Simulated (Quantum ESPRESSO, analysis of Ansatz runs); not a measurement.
**A hop of O in In2O3 (R-3c), charge 0 (Quantum ESPRESSO)**

Wanted: path and barrier of a jump of O in In2O3 (R-3c) at charge 0. The case: V_O hop (3.0 Å), in a cell of 80 host atoms with 1 O taken out.

Calculated with Quantum ESPRESSO 7.5; Quantum ESPRESSO plane-wave DFT, PBEsol, GBRV 1.5 PBEsol potentials; nudged elastic band between two relaxed defect structures.

**1. The starting structure**

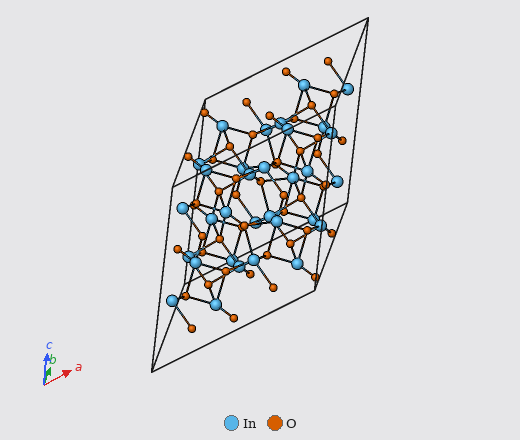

The cell as given, slightly off an axis (indium blue, oxygen orange).

The cell holds 79 atoms: 32 In and 47 O. Its edges and angles: a = 11.552 Å, b = 11.552 Å, c = 11.552 Å, α = 56.8°, β = 56.8°, γ = 56.8°. It derives from In2O3 (space group R-3c). Nearest the centre at fractional (0.500, 0.500, 0.750): O38 at 1.45 Å, In12 at 1.60 Å, In73 at 1.63 Å, O58 at 2.57 Å, O37 at 2.57 Å, O59 at 2.89 Å, O36 at 2.90 Å, In72 at 3.19 Å.

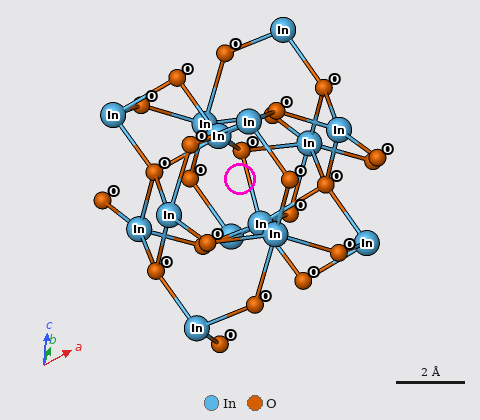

The atoms within 5 Å of the centre. A ring marks the middle of the ideal hop wherever no atom is near it.

The cell's shortest repeat is 11.0 Å.

**2. Relaxation of the start point, charge 0**

A barrier is counted from a minimum, so both ends are relaxed first. Small random displacements break the symmetry of the ideal sites, so that the defect can distort if it gains by it.

pw.in

```
&CONTROL
  calculation = 'relax'
  prefix = 'pwscf'
  outdir = './tmp'
  pseudo_dir = './pseudo'
  tprnfor = .true.
  disk_io = 'low'
  nstep = 70
  forc_conv_thr = 0.0012
  etot_conv_thr = 0.0001
/
&SYSTEM
  ibrav = 0
  nat = 79
  ntyp = 2
  ecutwfc = 36
  ecutrho = 288
  nbnd = 353
  occupations = 'fixed'
  nosym = .true.
/
&ELECTRONS
  conv_thr = 8d-08
  electron_maxstep = 100
  mixing_beta = 0.5
/
&IONS
  ion_dynamics = 'bfgs'
/
ATOMIC_SPECIES
In   114.8180 in_pbesol_v1.4.uspp.F.UPF
O     15.9990 o_pbesol_v1.2.uspp.F.UPF
CELL_PARAMETERS angstrom
   5.4978746316    3.1741994784    9.6511628677
  -5.4978746316    3.1741994784    9.6511628677
   0.0000000000   -6.3483987569    9.6511628675
ATOMIC_POSITIONS crystal
In     0.3212012268    0.3212012268    0.3212012268
In     0.4287987732    0.4287987732    0.4287987732
In     0.1787987732    0.1787987732    0.1787987732
In     0.0712012268    0.0712012268    0.0712012268
O      0.0229817695    0.3750000000    0.2270182306
O      0.3745607087    0.2241792749    0.0253603273
O      0.2270182306    0.0229817695    0.3750000000
O      0.4770182306    0.1250000000    0.2729817694
O      0.2720031426    0.4757013330    0.1242015918
O      0.1250000000    0.2729817694    0.4770182306
In     0.3180377529    0.3224835513    0.8214627894
In     0.4279187315    0.4307489530    0.9261189693
In     0.1787987732    0.1787987732    0.6787987732
In     0.0712012268    0.0712012268    0.5712012268
O      0.0229817695    0.3750000000    0.7270182306
O      0.3750000000    0.2270182306    0.5229817694
O      0.2270182306    0.0229817695    0.8750000000
O      0.4770182306    0.1250000000    0.7729817695
O      0.2736727655    0.4791567571    0.6218799302
O      0.1250000000    0.2729817694    0.9770182306
In     0.3212012268    0.8212012268    0.3212012268
In     0.4287987732    0.9287987732    0.4287987732
In     0.1787987732    0.6787987732    0.1787987732
In     0.0712012268    0.5712012268    0.0712012268
O      0.0229817695    0.8750000000    0.2270182306
O      0.3750000000    0.7270182306    0.0229817695
O      0.2270182306    0.5229817694    0.3750000000
O      0.4770182306    0.6250000000    0.2729817694
O      0.2729817694    0.9770182306    0.1250000000
O      0.1250000000    0.7729817695    0.4770182306
In     0.3220473918    0.8222229985    0.8179250842
In     0.4287987732    0.9287987732    0.9287987732
In     0.1766043969    0.6798756620    0.6774792043
In     0.0712012268    0.5712012268    0.5712012268
O      0.0229817695    0.8750000000    0.7270182306
O      0.3739432354    0.7301068230    0.5228158506
O      0.2269148790    0.5241567857    0.8768282214
O      0.4767666181    0.6223022443    0.7757189140
O      0.2729817694    0.9770182306    0.6250000000
O      0.1250000000    0.7729817695    0.9770182306
In     0.8212012268    0.3212012268    0.3212012268
In     0.9287987732    0.4287987732    0.4287987732
In     0.6787987732    0.1787987732    0.1787987732
In     0.5712012268    0.0712012268    0.0712012268
O      0.5229817694    0.3750000000    0.2270182306
O      0.8750000000    0.2270182306    0.0229817695
O      0.7270182306    0.0229817695    0.3750000000
O      0.9770182306    0.1250000000    0.2729817694
O      0.7729817695    0.4770182306    0.1250000000
O      0.6250000000    0.2729817694    0.4770182306
In     0.8180547278    0.3220426601    0.8216734794
In     0.9287987732    0.4287987732    0.9287987732
In     0.6773556742    0.1806270970    0.6806495501
In     0.5712012268    0.0712012268    0.5712012268
O      0.8750000000    0.2270182306    0.5229817694
O      0.7270182306    0.0229817695    0.8750000000
O      0.9770182306    0.1250000000    0.7729817695
O      0.7733196897    0.4739084586    0.6271547165
O      0.6233222043    0.2741576642    0.9794791310
In     0.8212012268    0.8212012268    0.3212012268
In     0.9287987732    0.9287987732    0.4287987732
In     0.6787987732    0.6787987732    0.1787987732
In     0.5712012268    0.5712012268    0.0712012268
O      0.5229817694    0.8750000000    0.2270182306
O      0.8750000000    0.7270182306    0.0229817695
O      0.7300159517    0.5230717395    0.3738653685
O      0.9770182306    0.6250000000    0.2729817694
O      0.7729817695    0.9770182306    0.1250000000
O      0.6273652615    0.7714843072    0.4748093574
In     0.8212012268    0.8212012268    0.8212012268
In     0.9287987732    0.9287987732    0.9287987732
In     0.6763051286    0.6817198593    0.6784362187
In     0.5695249465    0.5710222873    0.5700703266
O      0.5229817694    0.8750000000    0.7270182306
O      0.8750000000    0.7270182306    0.5229817694
O      0.7261175720    0.5203146662    0.8769388825
O      0.9770182306    0.6250000000    0.7729817695
O      0.7729817695    0.9770182306    0.6250000000
O      0.6250000000    0.7729817695    0.9770182306
K_POINTS gamma
```

Run with:

```console
> OMP_NUM_THREADS=1 mpirun -n 8 pw.x -in pw.in > pw.out
```

The program printed:

```text
[shortened: banners, details of potentials and solvers, and blank lines are left out]
     gamma-point specific algorithms are used
     one sub-group per band group will be used
     scalapack distributed-memory algorithm (size of sub-group:  2*  2 procs)
     bravais-lattice index     =            0
     lattice parameter (alat)  =      21.8300  a.u.
     unit-cell volume          =    6819.5628 (a.u.)^3
     number of atoms/cell      =           79
     number of atomic types    =            2
     number of electrons       =       698.00
     number of Kohn-Sham states=          353
     kinetic-energy cutoff     =      36.0000  Ry
     charge density cutoff     =     288.0000  Ry
     scf convergence threshold =      8.0E-08
     mixing beta               =       0.5000
     number of iterations used =            8  plain     mixing
     energy convergence thresh.=      1.0E-04
     force convergence thresh. =      1.2E-03
     Exchange-correlation= SLA  PW   PSX  PSC
                           (   1   4  10   8   0   0   0)
     nstep                     =           70
     crystal axes: (cart. coord. in units of alat)
               a(1) = (   0.475927   0.274777   0.835459 )
               a(2) = (  -0.475927   0.274777   0.835459 )
               a(3) = (   0.000000  -0.549553   0.835459 )
     PseudoPot. # 1 for In read from file:
     in_pbesol_v1.4.uspp.F.UPF
     Pseudo is Ultrasoft + core correction, Zval = 13.0
[...]
PseudoPot. # 2 for O  read from file:
     o_pbesol_v1.2.uspp.F.UPF
     Pseudo is Ultrasoft + core correction, Zval =  6.0
[...]
atomic species   valence    mass     pseudopotential
     In               13.00   114.81800     In( 1.00)
     O                 6.00    15.99900     O ( 1.00)
     No symmetry found
     site n.     atom                  positions (alat units)
         1        In     tau(   1) = (  -0.0000000   0.0000000   0.8050512  )
         2        In     tau(   2) = (   0.0000000   0.0000000   1.0747312  )
         3        In     tau(   3) = (   0.0000000   0.0000000   0.4481370  )
         4        In     tau(   4) = (  -0.0000000   0.0000000   0.1784571  )
         5        O      tau(   5) = (  -0.1675349  -0.0154025   0.5221618  )
         6        O      tau(   6) = (   0.0715706   0.1505828   0.5214101  )
         7        O      tau(   7) = (   0.0971064  -0.1373883   0.5221618  )
         8        O      tau(   8) = (   0.1675349   0.0154025   0.7310265  )
[...]
number of k points=     1
                       cart. coord. in units 2pi/alat
        k(    1) = (   0.0000000   0.0000000   0.0000000), wk =   2.0000000
     Dense  grid:   281435 G-vectors     FFT dimensions: ( 120, 120, 120)
     Smooth grid:    99485 G-vectors     FFT dimensions: (  90,  90,  90)
     starting charge     649.9999, renormalised to     698.0000
     Self-consistent Calculation
     iteration #  1     ecut=    36.00 Ry     beta= 0.50
     total energy              =   -5767.01918259 Ry
     estimated scf accuracy    <      40.23007919 Ry
     iteration #  2     ecut=    36.00 Ry     beta= 0.50
     total energy              =   -5778.15940836 Ry
     estimated scf accuracy    <       4.92537994 Ry
     iteration #  3     ecut=    36.00 Ry     beta= 0.50
     total energy              =   -5779.01217918 Ry
     estimated scf accuracy    <       0.23937814 Ry
[...]
estimated scf accuracy    <       0.00001622 Ry
     iteration # 10     ecut=    36.00 Ry     beta= 0.50
     total energy              =   -5779.03112965 Ry
     estimated scf accuracy    <       0.00000123 Ry
[... 111 further cycles ...]
     iteration #  7     ecut=    36.00 Ry     beta= 0.50
     total energy              =   -5779.08108143 Ry
     estimated scf accuracy    <          1.9E-09 Ry
     iteration #  8     ecut=    36.00 Ry     beta= 0.50
     End of self-consistent calculation
          k = 0.0000 0.0000 0.0000 ( 12405 PWs)   bands (ev):
    -8.8013  -8.4108  -8.3587  -8.3253  -8.3244  -8.3024  -8.2340  -8.2187
    -8.2118  -8.2052  -8.2035  -8.1727  -8.0850  -8.0595  -8.0592  -8.0079
    -7.9279  -7.9230  -7.8888  -7.8867  -7.8703  -7.8550  -7.8244  -7.8103
    -7.7969  -7.7948  -7.7919  -7.7858  -7.7762  -7.7677  -7.7566  -7.7531
    -7.7405  -7.7362  -7.7216  -7.7123  -7.7096  -7.7031  -7.7009  -7.6964
    -7.6929  -7.6452  -7.6398  -7.6088  -7.5656  -7.5381  -7.5346  -3.6316
    -3.6244  -3.6013  -3.5793  -3.5788  -3.5677  -3.5580  -3.5541  -3.5511
    -3.5139  -3.5102  -3.4834  -3.4830  -3.4802  -3.4613  -3.4565  -3.4529
[...]
13.0878
     highest occupied, lowest unoccupied level (ev):     9.6320   11.6855
!    total energy              =   -5779.08108143 Ry
     estimated scf accuracy    <          3.4E-10 Ry
     The total energy is the sum of the following terms:
     one-electron contribution =   -1434.26984073 Ry
     hartree contribution      =    1320.38603744 Ry
     xc contribution           =   -1540.94121293 Ry
     ewald contribution        =   -4124.25606520 Ry
     convergence has been achieved in   8 iterations
     Forces acting on atoms (cartesian axes, Ry/au):
     atom    1 type  1   force =    -0.00027158    0.00017921    0.00053949
     atom    2 type  1   force =     0.00014816    0.00025191    0.00027229
     atom    3 type  1   force =     0.00009311    0.00077026    0.00001783
     atom    4 type  1   force =     0.00036821   -0.00093550   -0.00062908
     atom    5 type  2   force =    -0.00057006   -0.00082146    0.00000730
     atom    6 type  2   force =     0.00045338    0.00020009    0.00011618
     atom    7 type  2   force =     0.00013623    0.00003490    0.00027659
     atom    8 type  2   force =     0.00015617    0.00037484    0.00018712
[...]
Total force =     0.006688     Total SCF correction =     0.000076
     Energy error            =      1.1E-04 Ry
     Gradient error          =      1.3E-03 Ry/Bohr
     number of scf cycles    =  14
     number of bfgs steps    =  13
     energy             old  =   -5779.0809695592 Ry
     energy             new  =   -5779.0810814310 Ry
     CASE: energy            _new < energy            _old
     new trust radius        =       0.0052259410 bohr
     new conv_thr            =       0.0000000009 Ry
ATOMIC_POSITIONS (crystal)
In               0.3199652660        0.3206989379        0.3259049956
In               0.4292878527        0.4298527724        0.4283829767
In               0.1793621604        0.1785198392        0.1798014156
In               0.0695536914        0.0712163179        0.0721449703
O                0.0235006916        0.3750267629        0.2263462014
O                0.3788266485        0.2318577142        0.0124078674
O                0.2271244931        0.0230247732        0.3749227583
O                0.4752812962        0.1290992848        0.2690532713
[...]
Self-consistent Calculation
     iteration #  1     ecut=    36.00 Ry     beta= 0.50
     total energy              =   -5779.08113859 Ry
     estimated scf accuracy    <       0.00003438 Ry
     iteration #  2     ecut=    36.00 Ry     beta= 0.50
     total energy              =   -5779.08114301 Ry
     estimated scf accuracy    <       0.00001493 Ry
     iteration #  3     ecut=    36.00 Ry     beta= 0.50
     total energy              =   -5779.08114630 Ry
     estimated scf accuracy    <       0.00000227 Ry
[...]
estimated scf accuracy    <       0.00000003 Ry
     iteration #  6     ecut=    36.00 Ry     beta= 0.50
     total energy              =   -5779.08114669 Ry
     estimated scf accuracy    <          5.0E-09 Ry
     iteration #  7     ecut=    36.00 Ry     beta= 0.50
     total energy              =   -5779.08114669 Ry
     estimated scf accuracy    <          1.1E-09 Ry
     iteration #  8     ecut=    36.00 Ry     beta= 0.50
     End of self-consistent calculation
          k = 0.0000 0.0000 0.0000 ( 12405 PWs)   bands (ev):
    -8.8017  -8.4115  -8.3608  -8.3255  -8.3236  -8.3022  -8.2378  -8.2192
    -8.2127  -8.2044  -8.2032  -8.1713  -8.0845  -8.0605  -8.0599  -8.0096
    -7.9301  -7.9251  -7.8913  -7.8865  -7.8707  -7.8552  -7.8267  -7.8092
    -7.7997  -7.7964  -7.7932  -7.7869  -7.7771  -7.7679  -7.7564  -7.7518
    -7.7390  -7.7356  -7.7205  -7.7136  -7.7076  -7.7021  -7.6991  -7.6950
    -7.6913  -7.6443  -7.6387  -7.6073  -7.5656  -7.5370  -7.5335  -3.6325
    -3.6253  -3.6020  -3.5807  -3.5793  -3.5683  -3.5589  -3.5548  -3.5522
    -3.5149  -3.5109  -3.4845  -3.4837  -3.4810  -3.4621  -3.4575  -3.4534
[...]
13.0878
     highest occupied, lowest unoccupied level (ev):     9.6325   11.6872
!    total energy              =   -5779.08114669 Ry
     estimated scf accuracy    <          1.1E-10 Ry
     The total energy is the sum of the following terms:
     one-electron contribution =   -1434.33968959 Ry
     hartree contribution      =    1320.42028473 Ry
     xc contribution           =   -1540.94281707 Ry
     ewald contribution        =   -4124.21892476 Ry
     convergence has been achieved in   8 iterations
     Forces acting on atoms (cartesian axes, Ry/au):
     atom    1 type  1   force =    -0.00024626    0.00034479    0.00045129
     atom    2 type  1   force =     0.00026912    0.00072828   -0.00007901
     atom    3 type  1   force =     0.00013489    0.00028860    0.00027051
     atom    4 type  1   force =     0.00016636   -0.00039246   -0.00065322
     atom    5 type  2   force =    -0.00022054   -0.00034020   -0.00001674
     atom    6 type  2   force =     0.00024199   -0.00006924    0.00002786
     atom    7 type  2   force =    -0.00026327    0.00011737    0.00019337
     atom    8 type  2   force =     0.00030115    0.00042753    0.00022015
[...]
Total force =     0.005530     Total SCF correction =     0.000040
     Energy error            =      6.5E-05 Ry
     Gradient error          =      1.1E-03 Ry/Bohr
     bfgs converged in  15 scf cycles and  14 bfgs steps
     (criteria: energy <  1.0E-04 Ry, force <  1.2E-03 Ry/Bohr)
     End of BFGS Geometry Optimization
     Final energy             =   -5779.0811466942 Ry
Begin final coordinates
ATOMIC_POSITIONS (crystal)
In               0.3199652660        0.3206989379        0.3259049956
In               0.4292878527        0.4298527724        0.4283829767
In               0.1793621604        0.1785198392        0.1798014156
In               0.0695536914        0.0712163179        0.0721449703
O                0.0235006916        0.3750267629        0.2263462014
O                0.3788266485        0.2318577142        0.0124078674
O                0.2271244931        0.0230247732        0.3749227583
O                0.4752812962        0.1290992848        0.2690532713
[...]
End final coordinates
   JOB DONE.
```

It took 11 min on 8 MPI ranks of Arm Neoverse V1, shared host; peak memory 2.3 GiB.

The steps of the relaxation:

| step | energy less that of the first step (eV) |
| --- | --- |
| 0 | 0.0000 |
| 1 | -0.2713 |
| 2 | -0.4412 |
| 3 | -0.5494 |
| 4 | -0.5878 |
| 5 | -0.6262 |
| 6 | -0.6447 |
| 7 | -0.6527 |
| 8 | -0.6604 |
| 9 | -0.6675 |
| 10 | -0.6715 |
| 11 | -0.6757 |
| 12 | -0.6781 |
| 13 | -0.6796 |
| 14 | -0.6805 |

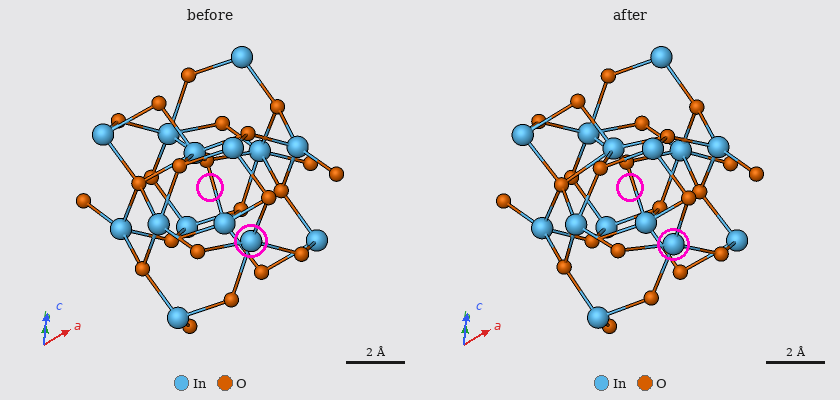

Before and after: the atoms that start within 5 Å of the centre. In53, which moves most, is ringed if it is among them. A ring with no atom in it marks the middle of the ideal hop.

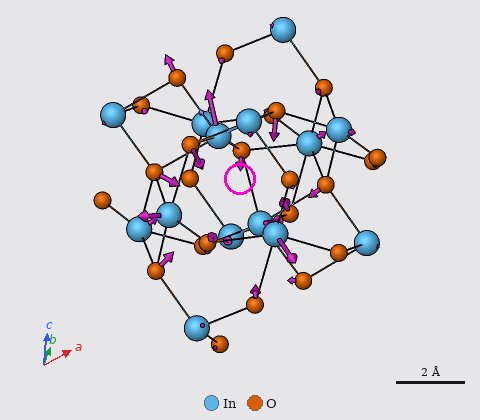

Displacements in the relaxation near the centre, exaggerated; the longest in the cell stands for 0.18 Å. A ring marks the middle of the ideal hop wherever no atom is near it.

The atoms that moved most (Å):

| atom | dx | dy | dz | length |
| --- | --- | --- | --- | --- |
| In53 | 0.149 | 0.020 | -0.108 | 0.185 |
| In73 | -0.051 | 0.118 | 0.112 | 0.170 |
| In12 | -0.041 | -0.110 | 0.108 | 0.160 |
| O6 | -0.019 | 0.120 | -0.010 | 0.122 |
| In11 | -0.026 | -0.085 | -0.080 | 0.120 |
| O37 | 0.090 | 0.051 | -0.013 | 0.104 |
| O59 | -0.003 | 0.062 | -0.083 | 0.103 |
| O69 | -0.068 | -0.007 | 0.061 | 0.092 |

Neighbours of O38 at the end:

| atom | distance (Å) |
| --- | --- |
| In12 | 2.111 |
| In31 | 2.172 |
| In73 | 2.207 |
| In72 | 2.311 |
| O58 | 2.770 |
| O69 | 2.834 |
| O74 | 2.991 |
| O37 | 3.000 |

Read from the output:

```yaml
highest_filled_level: 9.633 eV
lowest_empty_level: 11.69 eV
r_m_s_move_of_the_farther_half_of_the_atoms: 0.02514 Å
largest_move_from_the_ideal_geometry_of_this_structure_a_common_shift_of_the_far_atoms_taken_out: 0.1596 Å
```

The relaxation gained 0.681 eV and ended with a largest force component of 0.028 eV/Å.

(Part 1 of 3 ends here.)

[Logs are printed without paths, hosts, clocks, repeated set-up lines and the standing remarks that a program may print on its own settings, such as how far it seeks lower states.]

[Hosts, paths, dates, database ids (printed as entryN), source tags and the programs' standing remarks are cut or masked in the printed files.]
